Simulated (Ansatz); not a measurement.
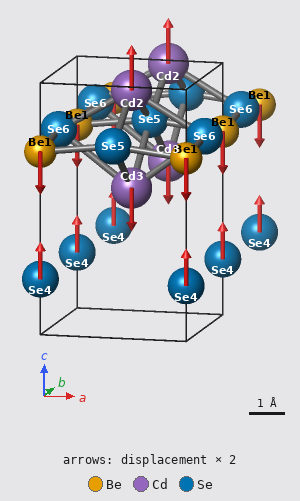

This is a relaxation of crystalline BeCd2Se3 (a generated structure, set up in P4mm) (coarse preliminary run). The starting structure is drawn; red arrows show the displacements (the part carried along by the change of the cell is left out), magnified 2 times.

A ball-and-stick model of the cell of the calculation, repeated 1 × 2 × 1 with one cell outlined, seen slightly off an axis.

All numbers below come from Ansatz 0.2.0, DFT PBE, scalar-relativistic, plane waves, PAW.

The input:
```yaml
crystal:
  lattice:
    - [4.33440313, 0.0, 0.0]
    - [0.0, 4.33440313, 0.0]
    - [0.0, 0.0, 7.39046474]
  atoms:
    - { symbol: Be, position: [0.0, 0.0, 0.72714937] }
    - { symbol: Cd, position: [0.5, 0.5, 0.9305895] }
    - { symbol: Cd, position: [0.5, 0.5, 0.54259224] }
    - { symbol: Se, position: [0.0, 0.0, 0.22091543] }
    - { symbol: Se, position: [0.5, 0.0, 0.76177473] }
    - { symbol: Se, position: [0.0, 0.5, 0.76177473] }
basis:
  ecutwfc: 420
kpoints:
  mp_grid: { grid: [4, 4, 4] }
hamiltonian:
  xc: pbe
scf:
  occupations: { method: gaussian, width: 0.1 }
  lower_state_search: "off"
output:
  forces: true
  stress: true
  eigenvalues: true
relax:
  adjacent_minimum: "off"
  f_tol: 0.04
  max_steps: 70
  cell: { stress_tol: 0.4 }
```

Command:
```bash
ansatz run input.yaml --threads 1 --pin off --max-ram 2560MiB --backend cpu --events-out ev --progress --plain --runs-dir out
```

What happened in the run?

The energy falls by 752 meV per atom in 9 accepted moves (10 points after the start). Largest force component: 5.1 eV/Å at the start, 0.032 eV/Å at the end. Pressure: 15.28 GPa at the start and 0.06 GPa at the end. The SCF was repeated once at an unchanged geometry on a basis and grid sized afresh for the cell, which shifted the energy by 0.1 meV per atom at most. The largest move relative to the cell is that of Cd2, 0.67 Å along +c. Largest moves by element: Cd 0.67 Å, Be 0.64 Å, Se 0.55 Å. Cell: a = b 4.334 → 4.483 Å (+3.4 %), c 7.390 → 6.665 Å (−9.8 %). Volume −3.5 %. Near-neighbour distances that change, for instance: Cd2–Cd3 4.523 → 2.773 Å, Be1–Se4 3.741 → 2.188 Å, Cd2–Cd3 (another image) 2.867 → 3.892 Å, Cd3–Se4 3.879 → 3.311 Å. New bonds form: Be1–Se4 (3.74 → 2.19 Å). Bond angles that change, for instance: Be1–Se6–Be1 166.5° → 136.4°, Se5–Be1–Se5 166.5° → 136.4°, Se5–Cd2–Se5 120.1° → 103.6°. The space group stays P4mm (No. 99). Cost: 72 s on 1 thread of Intel(R) Xeon(R) 6975P-C (Granite Rapids) (shared host), peak memory 0.44 GiB.
